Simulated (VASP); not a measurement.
Band structure of CaO (space group P3_221). All values below come from PBE GGA, VASP's PBE PAW potentials (set 64) (plane waves; VASP).

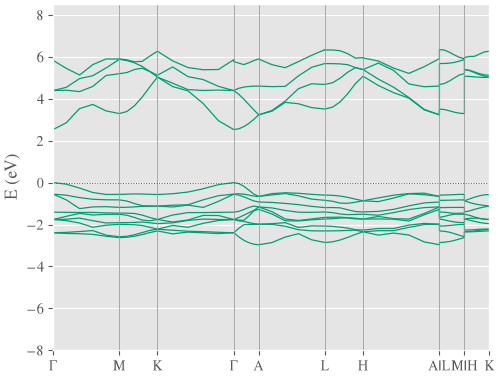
Bands along high-symmetry lines, zero at the valence-band maximum or, without a gap, the Fermi level

Read the plot: is there a gap, and where are the band edges?

The gap is direct, 2.53 eV, from the valence maximum at Γ to the conduction minimum at Γ.

The structure was generated: CaO was put into an ordered model structure, which need not be its known phase. The cell was not relaxed at this level.
